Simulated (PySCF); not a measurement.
# IO₂H₃: singlet, from a trigonal bipyramidal (ligand arrangement 1) start

The task is one start of a wider search on IO₂H₃: the singlet, from a trigonal bipyramidal (ligand arrangement 1) start. It is relaxed, tested by its Hessian and followed downhill if it is a saddle.

Program: PySCF 2.14.0. Level of theory: PBE0, basis I def2-TZVP with ECP28, O def2-TZVP, H def2-TZVP, scalar-relativistic core potentials, no spin–orbit coupling, density fitting. These are calculated values, not measurements.

## (1) Where the work starts

6 atoms, charge 0, spin multiplicity 1.

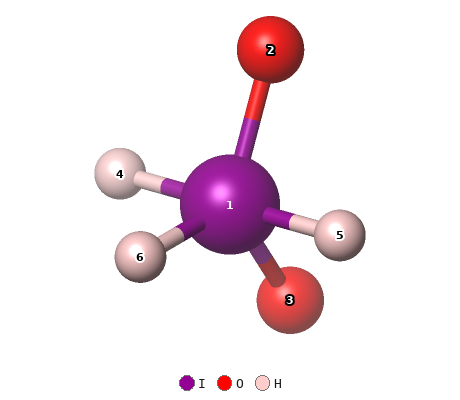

The starting geometry (iodine purple, oxygen red, hydrogen pink); atoms are numbered from 1 in the order of the file.

```xyz
6
charge 0 multiplicity 1
I     0.1735    0.0000    0.0000
O    -0.7565    1.6108    0.0000
O    -0.7565   -1.6108    0.0000
H     0.1735    0.0000    1.6500
H     0.1735    0.0000   -1.6500
H     1.8235    0.0000    0.0000
```

## (2) Relaxation: trigonal bipyramidal (ligand arrangement 1) start, singlet

One driver script runs all steps and calls PySCF; scf.py shows how it sets up the SCF of each step. The optimiser is the driver's own. Before each start the driver seeks the lowest SCF state from one or more starting densities and follows internal instabilities, so scf.py alone need not reach the same state.

The program finds C2v symmetry in the start, which this walk keeps.

File scf.py:

```python
from pyscf import gto, scf, dft
mol = gto.M(atom='''
I      0.173468     0.000000     0.000000
O     -0.756532     1.610800    -0.000000
O     -0.756532    -1.610800     0.000000
H      0.173468     0.000000     1.650000
H      0.173468    -0.000000    -1.650000
H      1.823468     0.000000     0.000000''',
    basis={'I': 'def2-TZVP', 'O': 'def2-TZVP', 'H': 'def2-TZVP'},
    ecp={'I': 'def2-TZVP'},
    charge=0, spin=0)
mf = dft.RKS(mol, xc='PBE0')
mf.grids.atom_grid = (50, 194)
aux = {'I': 'def2-universal-JKFIT', 'O': 'def2-universal-JKFIT', 'H': 'def2-universal-JKFIT'}
mf = mf.density_fit(auxbasis=aux)
mf.kernel()
```

Energy and gradient, step by step:

```
step  energy (Eh)  change (kJ/mol)  largest symmetric gradient (Eh/bohr)
   0  -449.527193             0.00                               0.09225
   1  -449.541058           -36.40                               0.00987
   2  -449.542101           -39.14                               0.00441
   3  -449.542182           -39.35                               0.00079
   4  -449.542194           -39.38                               0.00064
   5  -449.542202           -39.41                               0.00005
```

The walk ran for 17 s (4 threads, shared host).

Positions (Å) and forces (eV/Å) along the way:

```
step 0
I    0.173   0.000   0.000  -4.744   0.000   0.000
O   -0.757   1.611   0.000   1.708  -2.086   0.000
O   -0.757  -1.611   0.000   1.708   2.086   0.000
H    0.173   0.000   1.650   0.326   0.000   0.744
H    0.173   0.000  -1.650   0.326   0.000  -0.744
H    1.823   0.000   0.000   0.677   0.000   0.000
step 1
I    0.104   0.000   0.000  -0.423   0.000   0.000
O   -0.702   1.567   0.000  -0.053   0.507   0.000
O   -0.702  -1.567   0.000  -0.053  -0.507   0.000
H    0.172   0.000   1.678   0.161   0.000   0.261
H    0.172   0.000  -1.678   0.161   0.000  -0.261
H    1.787   0.000   0.000   0.207   0.000   0.000
step 3
I    0.069   0.000   0.000   0.041   0.000   0.000
O   -0.681   1.608   0.000   0.018   0.005   0.000
O   -0.681  -1.608   0.000   0.018  -0.005   0.000
H    0.179   0.000   1.694  -0.022   0.000   0.000
H    0.179   0.000  -1.694  -0.022   0.000   0.000
H    1.765   0.000   0.000  -0.032   0.000   0.000
step 5
I    0.069   0.000   0.000   0.001   0.000   0.000
O   -0.668   1.615   0.000   0.001  -0.002   0.000
O   -0.668  -1.615   0.000   0.001   0.002   0.000
H    0.168   0.000   1.695  -0.001   0.000  -0.003
H    0.168   0.000  -1.695  -0.001   0.000   0.003
H    1.762   0.000   0.000   0.000   0.000   0.000
```

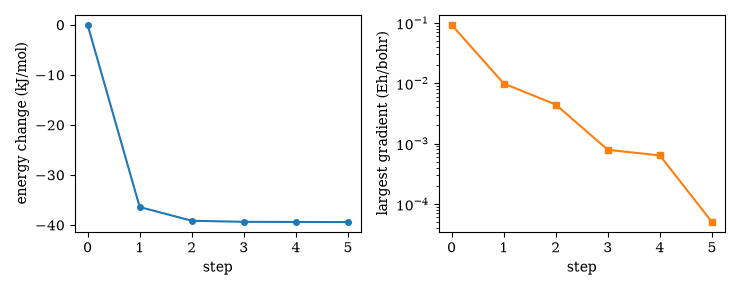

How energy and gradient fall.

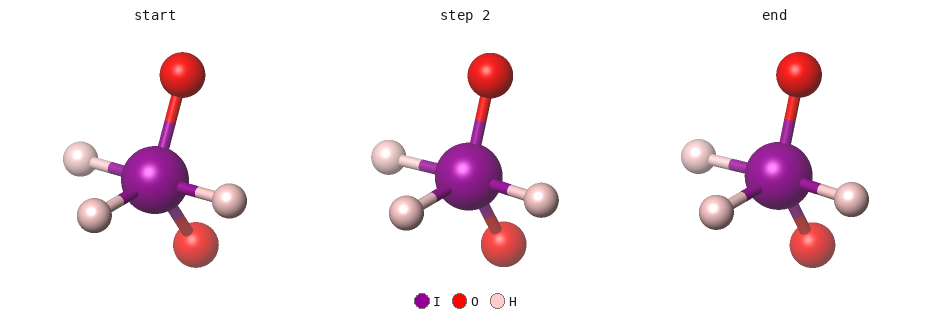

The geometry along the walk, at one scale.

It settles in C2v symmetry, 39.4 kJ/mol below the start, after 5 steps: I–H 1.693 Å, I–H 1.698 Å (×2), I–O 1.775 Å (×2); H–I–H 86.6° (×2), H–I–H 173.3°, H–I–O 91.4° (×4), H–I–O 114.5° (×2), O–I–O 130.9°.

## (3) Vibrations and properties at this point

On the finer grid the gradient is checked again; gradients at displacements of ±0.01 bohr then give force constants and infrared intensities.

scf.py: that of step 2 with these lines changed.

```diff
@@ -3,6 +3,6 @@
-I      0.173468     0.000000     0.000000
-O     -0.756532     1.610800    -0.000000
-O     -0.756532    -1.610800     0.000000
-H      0.173468     0.000000     1.650000
-H      0.173468    -0.000000    -1.650000
-H      1.823468     0.000000     0.000000''',
+I      0.134187    -0.000000     0.000000
+O     -0.603893     1.614341    -0.000000
+O     -0.603893    -1.614341     0.000000
+H      0.233343     0.000000     1.694898
+H      0.233343    -0.000000    -1.694898
+H      1.827136    -0.000000     0.000000''',
@@ -13 +13 @@
-mf.grids.atom_grid = (50, 194)
+mf.grids.atom_grid = (75, 302)
```

The driver hands on the density of the step before, so the log starts near convergence.

Log of the central SCF (cycles and frontier levels):

```text
init E= -449.542166856614
  HOMO = -0.312284258073991  LUMO = -0.0966932807748009  gap/eV = 5.86653
cycle= 1 E= -449.542166853472  delta_E= 3.14e-09  |g|= 0.000136  |ddm|= 0.000117
  HOMO = -0.312280696705798  LUMO = -0.0966927411818688  gap/eV = 5.86645
cycle= 2 E= -449.542166831194  delta_E= 2.23e-08  |g|= 0.000363  |ddm|= 0.000311
  HOMO = -0.312282890508957  LUMO = -0.0966929652277102  gap/eV = 5.86650
cycle= 3 E= -449.542166857132  delta_E= -2.59e-08  |g|= 2.98e-06  |ddm|= 0.000226
  HOMO = -0.312283153243946  LUMO = -0.0966930265247257  gap/eV = 5.86651
cycle= 4 E= -449.542166857132  delta_E= -4.55e-13  |g|= 5.12e-07  |ddm|= 2.25e-06
  HOMO = -0.31228310550414  LUMO = -0.0966930666404515  gap/eV = 5.86650
Extra cycle  E= -449.542166857133  delta_E= -5.68e-13  |g|= 9.65e-07  |ddm|= 1.16e-06
converged SCF energy = -449.542166857133
```

The whole step took 74 s.

Geometry: C2v; I–H 1.693 Å, I–H 1.698 Å (×2), I–O 1.775 Å (×2); H–I–H 86.7° (×2), H–I–H 173.3°, H–I–O 91.4° (×4), H–I–O 114.6° (×2), O–I–O 130.9°.

Harmonic modes (main isotopes):

```tsv
symmetry	ω (cm⁻¹)	IR (km/mol)	μ (u)	type
a1	186	20.5	14.27	bend
b1	531	53.1	1.62	bend
b2	552	0.2	1.03	bend
a1	844	35.0	12.84	stretch
a2	868	0.0	1.07	bend
a1	895	37.4	1.05	bend
b2	904	69.0	10.43	stretch
b2	922	98.4	1.08	bend
b1	1140	33.1	1.01	bend
b1	1909	276	1.02	stretch
a1	1927	65.9	1.01	stretch
a1	1978	27.9	1.01	stretch
```

Every mode is real; the point is a minimum.

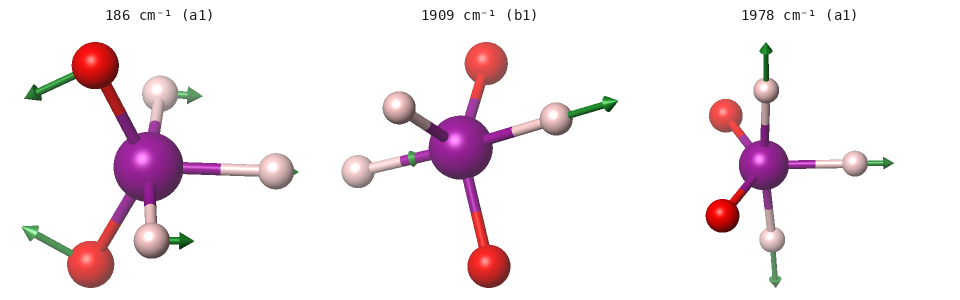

Displacements of 3 of the modes, as arrows (one member where a mode is degenerate).

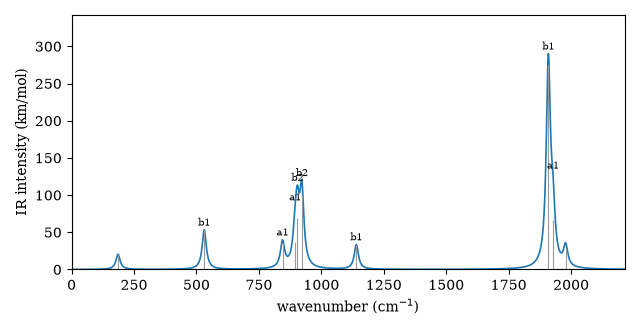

The harmonic infrared spectrum (widths in cm⁻¹). Lines are broadened to a width of 20 cm⁻¹ (Lorentzian).

Constants and moments:

| Item | Value |
| --- | --- |
| Dipole moment | 3.61 D |
| Highest occupied level | -8.50 eV |
| Lowest empty level | -2.63 eV |
| Rotational constants | 0.7261, 0.1891, 0.1672 cm⁻¹ |
| Zero-point energy | 75.7 kJ/mol |
| Principal polarisabilities | 41.7, 46.9, 48.6 bohr³ |
| Atomisation energy without zero-point energy | 810 kJ/mol |
| Principal traceless quadrupole moments about the centre of mass | -12.08, 5.81, 6.27 D Å |
| Entropy at 298.15 K and 1 bar | 283.5 J/(mol K) |
| Heat capacity Cp at 298.15 K | 62.8 J/(mol K) |
| Enthalpy at 298.15 K above 0 K | 13.28 kJ/mol |
| Rotational symmetry number | 2 |

Charges (e) and bond orders:

| atom | Mulliken | Löwdin | polar tensor | Mayer order to I1 |
| --- | --- | --- | --- | --- |
| I1 | 0.98 | 1.17 | 2.00 | – |
| O2,3 | -0.55 | -0.57 | -0.68 | 1.58 |
| H4,5 | 0.03 | -0.02 | -0.22 | 0.75 |
| H6 | 0.07 | 0.00 | -0.19 | 0.76 |

Mulliken populations on I1 (outside its core potential): s 3.65, p 9.21, d 10.99, f 0.16.

## (4) Summary of results

| quantity | value |
| --- | --- |
| minimum | singlet, C2v |
| geometry | I–H 1.693 Å, I–H 1.698 Å (×2), I–O 1.775 Å (×2); H–I–H 86.7° (×2), H–I–H 173.3°, H–I–O 91.4° (×4), H–I–O 114.6° (×2), O–I–O 130.9° |
| wavenumbers (cm⁻¹) | 186 (a1), 531 (b1), 552 (b2), 844 (a1), 868 (a2), 895 (a1), 904 (b2), 922 (b2), 1140 (b1), 1909 (b1), 1927 (a1), 1978 (a1) |
| dipole moment | 3.61 D |
| highest occupied, lowest empty level | -8.50, -2.63 eV |
| polar-tensor charge of I1 | +2.00 e |
| zero-point energy | 75.7 kJ/mol |
| entropy at 298.15 K | 283.5 J/(mol K) |
| atomisation energy (no zero-point energy) | 810 kJ/mol |

**Reading.** The trigonal bipyramidal (ligand arrangement 1) start keeps its C2v symmetry and ends in a minimum. The strongest infrared band lies at 1909 cm⁻¹ (b1, stretch). Only this shape and spin were tried, so other structures or states may lie lower. Spin–orbit coupling is left out.

The search up to here took 92 s.
